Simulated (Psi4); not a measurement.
**U-wB97M-V/def2-SVPD (sweep point 2) run of BCl2O (SMILES [O]B(Cl)Cl)**

What is the vertical ionisation energy of BCl2O at U-wB97M-V/def2-SVPD (sweep point 2)? Input form: a Python script.

Program for the calculation: Psi4 1.11.

## (1) The molecule

BCl2O: 4 atoms, total charge 0, spin state doublet. SMILES: `[O]B(Cl)Cl`. The shape is that of a PBE0-D4/def2-TZVP optimisation.

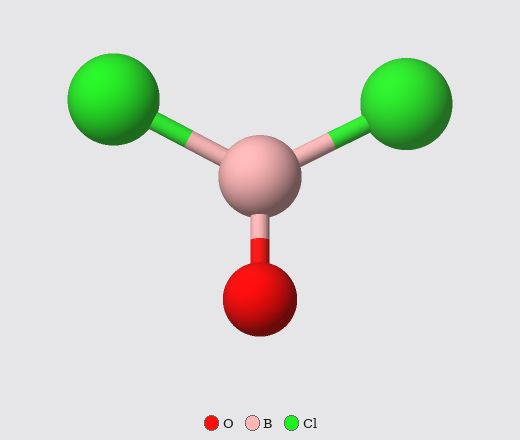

The structure, seen from a chosen angle (oxygen red, boron pink, chlorine green).

## (2) The energy at U-wB97M-V/def2-SVPD (sweep point 2)

bcl2o.py reads:

```python
import psi4

psi4.set_memory('1600 MB')
psi4.set_num_threads(1)
psi4.core.set_output_file('psi4.out', False)

molecule = psi4.geometry("""
0 2
O      0.159300    -1.173100    -0.780100
B      0.021500    -0.075700    -0.045700
Cl    -1.514200     0.187800     0.737800
Cl     1.388900     1.000900     0.067700
units angstrom
symmetry c1
""")

options = {'basis': 'def2-SVPD', 'reference': 'uks', 'puream': True, 'scf_type': 'pk', 'dft_radial_points': 99, 'dft_spherical_points': 590, 'maxiter': 100}
psi4.set_options(options)

e, wfn = psi4.energy("WB97M-V", return_wfn=True)
print(f'total energy {e:.8f} hartree = {e * 27.211386:.5f} eV')
```

Launch:

```console
$ python bcl2o.py
```

psi4.out:

```text
[...]
  Running in c1 symmetry.
[...]
  Nuclear repulsion =  171.614520346409535
[...]
  Multiplicity = 2
[...]
  Nalpha       = 24
  Nbeta        = 23
[...]
    Number of basis functions: 97
[...]
   @UKS iter   1: -1019.81093539919709   -1.25032e-01   7.55150e-03 DIIS/ADIIS
[...]
   @UKS iter  12: -1020.12032220654339   -1.68575e-08   2.89847e-07 DIIS
[...]
   @S^2 Observed:                7.549425366E-01
[...]
    Orbital Energies [Eh]
    ---------------------
    Alpha Occupied:
       1A   -101.889776     2A   -101.889716     3A    -19.459427
       4A     -9.687980     5A     -9.687953     6A     -7.398498
       7A     -7.398485     8A     -7.392047     9A     -7.392046
      10A     -7.391727    11A     -7.391717    12A     -7.049163
      13A     -1.190403    14A     -1.005958    15A     -0.983526
      16A     -0.649958    17A     -0.623131    18A     -0.589825
      19A     -0.564542    20A     -0.505557    21A     -0.472770
      22A     -0.471616    23A     -0.456503    24A     -0.441452
    Alpha Virtual:
      25A      0.025440    26A      0.050717    27A      0.074545
[...]
  @UKS Final Energy: -1020.12032220654339
   => Energetics <=
    Nuclear Repulsion Energy =            171.6145203464095346
    One-Electron Energy =               -1747.2363731512555205
    Two-Electron Energy =                 608.0574654111687778
    DFT Exchange-Correlation Energy =     -52.7497724223873021
    Empirical Dispersion Energy =           0.0000000000000000
    VV10 Nonlocal Energy =                  0.1938376095210416
    Total Energy =                      -1020.1203222065433920
[...]
 Multipole Moments:
 ------------------------------------------------------------------------------------
     Multipole            Electronic (a.u.)      Nuclear  (a.u.)        Total (a.u.)
 ------------------------------------------------------------------------------------
 L = 1.  Multiply by 2.5417464519 to convert [e a0] to [Debye]
 Dipole X            :         -0.0731674            0.0491758           -0.0239915
 Dipole Y            :          0.5826511           -0.3916392            0.1910119
 Dipole Z            :          0.3899034           -0.2620850            0.1278184
 Magnitude           :                                                    0.2310815
[...]
```

On the terminal:

```text
total energy -1020.12032221 hartree = -27758.88785 eV
```

It took 54 s on 1 thread of Intel Xeon Platinum 8488C (Sapphire Rapids), shared host; peak memory 0.93 GiB.

## (3) The singlet cation

bcl2o.py reads:

```python
import psi4

psi4.set_memory(1600000000)
psi4.set_num_threads(1)
psi4.set_output_file('run.log', False)

m = psi4.geometry("""
1 1
O      0.159300    -1.173100    -0.780100
B      0.021500    -0.075700    -0.045700
Cl    -1.514200     0.187800     0.737800
Cl     1.388900     1.000900     0.067700
symmetry c1
""")

psi4.set_options({
    'basis': 'def2-SVPD',
    'reference': 'rks',
    'puream': True,
    'scf_type': 'pk',
    'dft_radial_points': 99,
    'dft_spherical_points': 590,
})

e_tot = psi4.energy("wb97m-v")
print('E =', round(e_tot, 9))
for k, v in sorted(psi4.core.scalar_variables().items()):
    print(f'{k:45s} {v:18.10f}')
```

Launch:

```console
$ python bcl2o.py
```

run.log:

```text
[...]
  Running in c1 symmetry.
[...]
  Nuclear repulsion =  171.614520346409535
[...]
  Multiplicity = 1
[...]
  Nalpha       = 23
  Nbeta        = 23
[...]
    Number of basis functions: 97
[...]
   @RKS iter   1: -1019.31797522807119    3.67928e-01   7.54794e-03 ADIIS/DIIS
[...]
   @RKS iter  11: -1019.63592761695134   -1.04967e-08   4.28791e-07 DIIS
[...]
    Orbital Energies [Eh]
    ---------------------
    Doubly Occupied:
       1A   -102.177542     2A   -102.177482     3A    -19.750640
       4A     -9.971644     5A     -9.971625     6A     -7.682142
       7A     -7.682134     8A     -7.677374     9A     -7.677368
      10A     -7.673637    11A     -7.673633    12A     -7.307770
      13A     -1.432252    14A     -1.264188    15A     -1.243462
      16A     -0.897841    17A     -0.840192    18A     -0.835311
      19A     -0.810931    20A     -0.720661    21A     -0.707188
      22A     -0.707061    23A     -0.705864
[...]
  @RKS Final Energy: -1019.63592761695134
   => Energetics <=
    Nuclear Repulsion Energy =            171.6145203464095346
    One-Electron Energy =               -1734.4550996129414671
    Two-Electron Energy =                 595.5302061104965787
    DFT Exchange-Correlation Energy =     -52.5166549395490989
    Empirical Dispersion Energy =           0.0000000000000000
    VV10 Nonlocal Energy =                  0.1911004786330993
    Total Energy =                      -1019.6359276169513350
[...]
 Multipole Moments:
 ------------------------------------------------------------------------------------
     Multipole            Electronic (a.u.)      Nuclear  (a.u.)        Total (a.u.)
 ------------------------------------------------------------------------------------
 L = 1.  Multiply by 2.5417464519 to convert [e a0] to [Debye]
 Dipole X            :         -0.0793949            0.0491758           -0.0302190
 Dipole Y            :          0.6313315           -0.3916392            0.2396923
 Dipole Z            :          0.4225269           -0.2620850            0.1604419
 Magnitude           :                                                    0.2900124
[...]
```

On the terminal:

```text
E = -1019.635927617
CURRENT ENERGY                                  -1019.6359276170
CURRENT REFERENCE ENERGY                        -1019.6359276170
DD SOLVATION ENERGY                                 0.0000000000
DFT FUNCTIONAL TOTAL ENERGY                     -1019.6359276170
DFT TOTAL ENERGY                                -1019.6359276170
DFT VV10 ENERGY                                     0.1911004786
DFT XC ENERGY                                     -52.5166549395
GRID ELECTRONS ALPHA                               22.9999999524
GRID ELECTRONS BETA                                22.9999999524
GRID ELECTRONS TOTAL                               45.9999999048
NUCLEAR REPULSION ENERGY                          171.6145203464
ONE-ELECTRON ENERGY                             -1734.4550996129
PCM POLARIZATION ENERGY                             0.0000000000
PE ENERGY                                           0.0000000000
SCF ITERATION ENERGY                            -1019.6359276170
SCF ITERATIONS                                     11.0000000000
SCF TOTAL ENERGY                                -1019.6359276170
TWO-ELECTRON ENERGY                               595.5302061105
XC GRID RADIAL POINTS                              99.0000000000
XC GRID SPHERICAL POINTS                          590.0000000000
XC GRID TOTAL POINTS                           224876.0000000000
```

Wall time 53 s (1 thread of Intel Xeon Platinum 8488C (Sapphire Rapids), shared host); peak memory 0.93 GiB.

## (4) Outcome

At U-wB97M-V/def2-SVPD (sweep point 2):

| quantity | value |
| --- | --- |
| doublet BCl2O: total energy | -1020.12032 Eh |
| doublet BCl2O: dipole moment | 0.59 D |
| doublet BCl2O: HOMO energy (highest over α and β) | -12.01 eV |
| doublet BCl2O: LUMO energy (lowest over α and β) | -3.52 eV |
| doublet BCl2O: ⟨S²⟩ | 0.755 |
| singlet cation: total energy | -1019.63593 Eh |
| singlet cation: HOMO energy | -19.21 eV |
| singlet cation: LUMO energy | -12.87 eV |
| singlet cation: HOMO–LUMO gap | 6.33 eV |
| vertical ionisation energy (to the singlet cation) | 13.181 eV |

In words: The vertical ionisation energy comes to 13.18 eV (304 kcal/mol). Only the singlet of the ionised species was computed; a triplet could lie lower.
